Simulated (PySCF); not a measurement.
**Pb(OCH3)4: how settings move a single point**

Aim: repeat the single point on relaxed Pb(OCH3)4 with altered settings, some of them bad on purpose. The structure is generated, not taken from experiment.

Method: PBE0, Pb def2-SVP with ECP60, O def2-SVP, C def2-SVP, H def2-SVP; scalar-relativistic core potentials, no spin–orbit coupling; program: PySCF 2.14.0.

3 further runs of the same task are left out: 2 for a known fault of the program, 1 that didn't finish. Runs told in other sessions of the task aren't counted.

**1. Where the work starts**

21 atoms, charge 0, spin multiplicity 1.

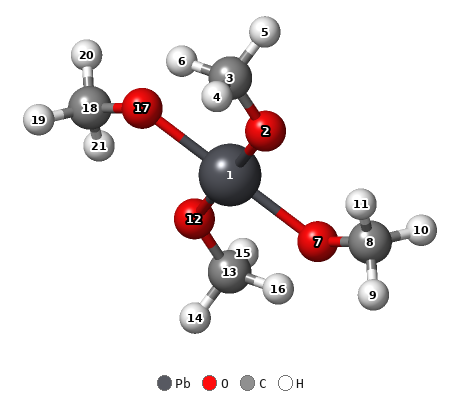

The structure; lead dark grey, oxygen red, carbon grey, hydrogen white; atoms are numbered from 1 in the order of the file.

Coordinates:

```xyz
21
charge 0, multiplicity 1
Pb    0.00000    0.00000    0.00000
O     1.93370    0.83948    0.00000
C     3.11455    0.08495    0.00000
H     3.71628    0.33450   -0.89426
H     3.71628    0.33450    0.89426
H     2.93980   -1.00107    0.00000
O    -0.83948    1.93370    0.00000
C    -0.08495    3.11455    0.00000
H    -0.33450    3.71628   -0.89426
H    -0.33450    3.71628    0.89426
H     1.00107    2.93980    0.00000
O    -1.93370   -0.83948    0.00000
C    -3.11455   -0.08495    0.00000
H    -3.71628   -0.33450   -0.89426
H    -3.71628   -0.33450    0.89426
H    -2.93980    1.00107    0.00000
O     0.83948   -1.93370    0.00000
C     0.08495   -3.11455    0.00000
H     0.33450   -3.71628   -0.89426
H     0.33450   -3.71628    0.89426
H    -1.00107   -2.93980    0.00000
```

Formal oxidation states: Pb +4. An earlier session relaxed this geometry at PBE0, Pb def2-SVP with ECP60, O def2-SVP, C def2-SVP, H def2-SVP (singlet, point group C4h). Its vibrations showed it to be a saddle point, relaxed within its symmetry.

The sound run used a (50, 194) grid (finer on f atoms), a threshold of 1e-8 and at most 55 cycles, and ended at -652.416608 Eh.

**2. Altered run 1**

File run.py (the lines that set the calculation):

```python
mol = gto.M(atom='''
Pb     0.00000     0.00000     0.00000
O      1.93370     0.83948     0.00000
C      3.11455     0.08495     0.00000
H      3.71628     0.33450    -0.89426
H      3.71628     0.33450     0.89426
H      2.93980    -1.00107     0.00000
O     -0.83948     1.93370     0.00000
C     -0.08495     3.11455     0.00000
H     -0.33450     3.71628    -0.89426
H     -0.33450     3.71628     0.89426
H      1.00107     2.93980     0.00000
O     -1.93370    -0.83948     0.00000
C     -3.11455    -0.08495     0.00000
H     -3.71628    -0.33450    -0.89426
H     -3.71628    -0.33450     0.89426
H     -2.93980     1.00107     0.00000
O      0.83948    -1.93370     0.00000
C      0.08495    -3.11455     0.00000
H      0.33450    -3.71628    -0.89426
H      0.33450    -3.71628     0.89426
H     -1.00107    -2.93980     0.00000''',
    basis={'Pb': 'def2-SVP', 'O': 'def2-SVP', 'C': 'def2-SVP', 'H': 'def2-SVP'},
    ecp={'Pb': 'def2-SVP'},
    charge=0, spin=0)
mf = dft.RKS(mol, xc='PBE0')
mf.grids.atom_grid = (30, 86)
mf = mf.density_fit()  # fitting sets: Pb def2-universal-JKFIT, O def2-universal-JKFIT, C def2-universal-JKFIT, H def2-universal-JKFIT
mf.conv_tol = 1e-08; mf.max_cycle = 55
mf.kernel(dm0)  # dm0: free metal ions and neutral atoms
```

The run is started by

```bash
$ OMP_NUM_THREADS=4 python run.py
```

What it wrote:

```text
init E= -660.08527580062
  HOMO = -0.289889892549493  LUMO = -0.262241408971814  gap/eV = 0.75235
cycle= 1 E= -652.16691611821  delta_E= 7.92  |g|= 0.949  |ddm|= 4.42
  HOMO = -0.198368209482517  LUMO = -0.0405294028325649  gap/eV = 4.29501
cycle= 2 E= -652.13416036721  delta_E= 0.0328  |g|= 1.07  |ddm|= 2.57
  HOMO = -0.247554513985463  LUMO = -0.123283558891742  gap/eV = 3.38158
cycle= 3 E= -652.409453064782  delta_E= -0.275  |g|= 0.0722  |ddm|=  1.2
  HOMO = -0.251948349365872  LUMO = -0.130272322994117  gap/eV = 3.31097
cycle= 4 E= -652.409907593793  delta_E= -0.000455  |g|= 0.0633  |ddm|= 0.136
  HOMO = -0.254656994672867  LUMO = -0.130128088502975  gap/eV = 3.38860
cycle= 5 E= -652.410717465399  delta_E= -0.00081  |g|= 0.0171  |ddm|= 0.0832
  HOMO = -0.252582278006201  LUMO = -0.127876492466271  gap/eV = 3.39342
cycle= 6 E= -652.410778685033  delta_E= -6.12e-05  |g|= 0.0032  |ddm|= 0.0173
  HOMO = -0.25299960479234  LUMO = -0.128321404436207  gap/eV = 3.39267
cycle= 7 E= -652.410781158015  delta_E= -2.47e-06  |g|= 0.000377  |ddm|= 0.00443
  HOMO = -0.252969075286842  LUMO = -0.128273397073794  gap/eV = 3.39314
cycle= 8 E= -652.410781211173  delta_E= -5.32e-08  |g|= 8.25e-05  |ddm|= 0.000895
  HOMO = -0.252974029392966  LUMO = -0.128282484016125  gap/eV = 3.39303
cycle= 9 E= -652.410781213462  delta_E= -2.29e-09  |g|= 8.46e-06  |ddm|= 0.000147
  HOMO = -0.252975061300262  LUMO = -0.128283530932727  gap/eV = 3.39303
Extra cycle  E= -652.410781213501  delta_E= -3.98e-11  |g|= 4.39e-06  |ddm|= 2.43e-05
converged SCF energy = -652.410781213501
```

Run time: 9.2 s. Hardware: 4 threads of Intel Xeon Platinum 8488C (Sapphire Rapids), shared host.

Changed: the integration grid, to (30, 86). It converges in 9 cycles, +0.159 eV from the sound run, with a largest force component of 0.11 eV/Å. The setting is unsound, so these numbers aren't the compound's.

**3. Altered run 2**

run.py (the lines that set the calculation), as its differences from that of step 2:

```diff
@@ -26,5 +26,5 @@
 mf = dft.RKS(mol, xc='PBE0')
-mf.grids.atom_grid = (30, 86)
+mf.grids.atom_grid = (50, 194)
 mf = mf.density_fit()  # fitting sets: Pb def2-universal-JKFIT, O def2-universal-JKFIT, C def2-universal-JKFIT, H def2-universal-JKFIT
 mf.conv_tol = 1e-08; mf.max_cycle = 55
-mf.kernel(dm0)  # dm0: free metal ions and neutral atoms
+mf.kernel(dm0)  # dm0: smeared density
```

The run is started by

```bash
$ OMP_NUM_THREADS=4 python run.py
```

What it wrote:

```text
init E= -652.347589644493
  HOMO = -0.247871622554296  LUMO = -0.133657563399808  gap/eV = 3.10792
cycle= 1 E= -652.415159429192  delta_E= -0.0676  |g|= 0.0698  |ddm|= 0.683
  HOMO = -0.252894825360979  LUMO = -0.133779712960205  gap/eV = 3.24129
cycle= 2 E= -652.414534755932  delta_E= 0.000625  |g|= 0.0901  |ddm|= 0.258
  HOMO = -0.25423116583023  LUMO = -0.129977988063004  gap/eV = 3.38110
cycle= 3 E= -652.416547720506  delta_E= -0.00201  |g|= 0.0173  |ddm|= 0.136
  HOMO = -0.252242708686698  LUMO = -0.127525520931673  gap/eV = 3.39373
cycle= 4 E= -652.41660587465  delta_E= -5.82e-05  |g|= 0.00312  |ddm|= 0.0178
  HOMO = -0.252343856966  LUMO = -0.127551397438246  gap/eV = 3.39578
cycle= 5 E= -652.416607642579  delta_E= -1.77e-06  |g|= 0.000902  |ddm|= 0.00294
  HOMO = -0.252412043037548  LUMO = -0.127615315338907  gap/eV = 3.39589
cycle= 6 E= -652.416607838448  delta_E= -1.96e-07  |g|= 0.000186  |ddm|= 0.000957
  HOMO = -0.252405359299285  LUMO = -0.127614276483271  gap/eV = 3.39574
cycle= 7 E= -652.416607848209  delta_E= -9.76e-09  |g|= 2.33e-05  |ddm|= 0.000202
  HOMO = -0.252405708785496  LUMO = -0.127616555692178  gap/eV = 3.39569
Extra cycle  E= -652.416607848132  delta_E= 7.71e-11  |g|= 3.23e-05  |ddm|= 6.47e-05
converged SCF energy = -652.416607848132
```

Run time: 26 s. Hardware: 4 threads of Intel Xeon Platinum 8488C (Sapphire Rapids), shared host.

Changed: the starting guess (smeared density). It converges in 7 cycles, at the sound run's energy within 0.001 eV, with a largest force component of 0.00 eV/Å. The result survives the change.

**4. Altered run 3**

run.py (the lines that set the calculation), as its differences from that of step 3:

```diff
@@ -28,3 +28,3 @@
 mf = mf.density_fit()  # fitting sets: Pb def2-universal-JKFIT, O def2-universal-JKFIT, C def2-universal-JKFIT, H def2-universal-JKFIT
-mf.conv_tol = 1e-08; mf.max_cycle = 55
-mf.kernel(dm0)  # dm0: smeared density
+mf.conv_tol = 1e-06; mf.max_cycle = 55
+mf.kernel(dm0)  # dm0: free metal ions and neutral atoms
```

The run is started by

```bash
$ OMP_NUM_THREADS=4 python run.py
```

What it wrote:

```text
init E= -660.090360165056
  HOMO = -0.289618385536307  LUMO = -0.261844986702659  gap/eV = 0.75575
cycle= 1 E= -652.172326443424  delta_E= 7.92  |g|= 0.95  |ddm|= 4.42
  HOMO = -0.197296518910335  LUMO = -0.039667785462477  gap/eV = 4.28930
cycle= 2 E= -652.139074304816  delta_E= 0.0333  |g|= 1.08  |ddm|= 2.57
  HOMO = -0.247097630416526  LUMO = -0.122695474038341  gap/eV = 3.38516
cycle= 3 E= -652.415248420138  delta_E= -0.276  |g|= 0.0733  |ddm|=  1.2
  HOMO = -0.251244425858726  LUMO = -0.129507039822595  gap/eV = 3.31264
cycle= 4 E= -652.415695656734  delta_E= -0.000447  |g|= 0.0648  |ddm|= 0.137
  HOMO = -0.254094463458163  LUMO = -0.129480205543796  gap/eV = 3.39093
cycle= 5 E= -652.4165452657  delta_E= -0.00085  |g|= 0.0169  |ddm|= 0.0843
  HOMO = -0.252016830918961  LUMO = -0.127212039323179  gap/eV = 3.39611
cycle= 6 E= -652.416605331311  delta_E= -6.01e-05  |g|= 0.00318  |ddm|= 0.0173
  HOMO = -0.252431089236097  LUMO = -0.127654213952468  gap/eV = 3.39535
cycle= 7 E= -652.416607792884  delta_E= -2.46e-06  |g|= 0.000377  |ddm|= 0.00443
  HOMO = -0.252400409859206  LUMO = -0.127606036810047  gap/eV = 3.39583
cycle= 8 E= -652.416607846052  delta_E= -5.32e-08  |g|= 8.22e-05  |ddm|= 0.000896
  HOMO = -0.252407284717886  LUMO = -0.127622444800068  gap/eV = 3.39557
Extra cycle  E= -652.416607846617  delta_E= -5.65e-10  |g|= 8.12e-05  |ddm|= 0.00026
converged SCF energy = -652.416607846617
```

Run time: 72 s. Hardware: 4 threads of Intel Xeon Platinum 8488C (Sapphire Rapids), shared host.

Changed: the SCF threshold (1e-06). It converges in 8 cycles, at the sound run's energy within 0.001 eV, with a largest force component of 0.00 eV/Å. The result survives the change.

**5. Altered run 4**

run.py (the lines that set the calculation), as its differences from that of step 4:

```diff
@@ -28,3 +28,3 @@
 mf = mf.density_fit()  # fitting sets: Pb def2-universal-JKFIT, O def2-universal-JKFIT, C def2-universal-JKFIT, H def2-universal-JKFIT
-mf.conv_tol = 1e-06; mf.max_cycle = 55
-mf.kernel(dm0)  # dm0: free metal ions and neutral atoms
+mf.conv_tol = 1e-08; mf.max_cycle = 82
+mf.kernel(dm0)  # dm0: core Hamiltonian
```

The run is started by

```bash
$ OMP_NUM_THREADS=4 python run.py
```

What it wrote:

```text
init E= -551.410824764036
  HOMO = 0.250285553677335  LUMO = 0.265836835841483  gap/eV = 0.42317
cycle= 1 E= -369.64582319094  delta_E=  182  |g|= 14.3  |ddm|= 84.6
  HOMO = -5.06237024757506  LUMO = -4.08721783382362  gap/eV = 26.53525
cycle= 2 E= -539.98478975546  delta_E= -170  |g|= 16.4  |ddm|= 89.3
  HOMO = -1.20887777608285  LUMO = -1.13477796653156  gap/eV = 2.01636
cycle= 3 E= -584.306041674263  delta_E= -44.3  |g|= 11.2  |ddm|= 34.1
  HOMO = -0.588989708683736  LUMO = -0.584370238003188  gap/eV = 0.12570
cycle= 4 E= -634.852763691676  delta_E= -50.5  |g|= 6.85  |ddm|= 29.2
  HOMO = -0.383739824612663  LUMO = -0.329299460933016  gap/eV = 1.48140
cycle= 5 E= -640.735243801502  delta_E= -5.88  |g|= 4.94  |ddm|= 4.57
  HOMO = -0.424696391606894  LUMO = -0.368484913092942  gap/eV = 1.52959
cycle= 6 E= -651.352759835185  delta_E= -10.6  |g|= 2.23  |ddm|= 10.7
  HOMO = -0.223936380374642  LUMO = -0.16257262890753  gap/eV = 1.66979
cycle= 7 E= -651.709120426835  delta_E= -0.356  |g|= 1.66  |ddm|= 3.51
  HOMO = -0.272228816170165  LUMO = -0.148917406341958  gap/eV = 3.35547
cycle= 8 E= -652.388040956705  delta_E= -0.679  |g|= 0.366  |ddm|= 2.29
  HOMO = -0.269382730950458  LUMO = -0.155239272832102  gap/eV = 3.10600
cycle= 9 E= -652.404590008041  delta_E= -0.0165  |g|= 0.19  |ddm|= 0.488
  HOMO = -0.250832016294851  LUMO = -0.126430298439296  gap/eV = 3.38514
cycle= 10 E= -652.41602606131  delta_E= -0.0114  |g|= 0.0442  |ddm|= 0.351
  HOMO = -0.253043860099911  LUMO = -0.127971185164924  gap/eV = 3.40340
cycle= 11 E= -652.416588979368  delta_E= -0.000563  |g|= 0.00839  |ddm|= 0.0624
  HOMO = -0.252368210010221  LUMO = -0.127558205879335  gap/eV = 3.39625
cycle= 12 E= -652.416607468363  delta_E= -1.85e-05  |g|= 0.00117  |ddm|= 0.0102
  HOMO = -0.25241186085109  LUMO = -0.127629626077542  gap/eV = 3.39550
cycle= 13 E= -652.416607836168  delta_E= -3.68e-07  |g|= 0.000194  |ddm|= 0.0015
  HOMO = -0.252404304137507  LUMO = -0.12761481058336  gap/eV = 3.39570
cycle= 14 E= -652.416607848174  delta_E= -1.2e-08  |g|= 1.96e-05  |ddm|= 0.000321
  HOMO = -0.25240528080678  LUMO = -0.127614767004452  gap/eV = 3.39572
cycle= 15 E= -652.416607848357  delta_E= -1.83e-10  |g|= 6.4e-06  |ddm|= 5.47e-05
  HOMO = -0.252406534507671  LUMO = -0.127616375652952  gap/eV = 3.39571
Extra cycle  E= -652.416607848363  delta_E= -6.37e-12  |g|= 5.1e-06  |ddm|= 1.93e-05
converged SCF energy = -652.416607848363
```

It took 35 s on 4 threads of Intel Xeon Platinum 8488C (Sapphire Rapids), shared host.

Changed: the starting guess (bare core Hamiltonian); the cycle limit is 82. It converges in 15 cycles, at the sound run's energy within 0.001 eV, with a largest force component of 0.00 eV/Å. The result survives the change.

**6. Side by side**

| run | changed | ending | energy change (eV) | cycles | time | usable |
| --- | --- | --- | --- | --- | --- | --- |
| 1 | the integration grid | converged | +0.159 | 9 | 9.2 s | no |
| 2 | the starting guess | converged | 0.000 | 7 | 26 s | yes |
| 3 | the SCF threshold | converged | 0.000 | 8 | 72 s | yes |
| 4 | the starting guess | converged | 0.000 | 15 | 35 s | yes |

3 of 4 altered runs give a usable result. 1 ended normally with numbers unfit to quote.
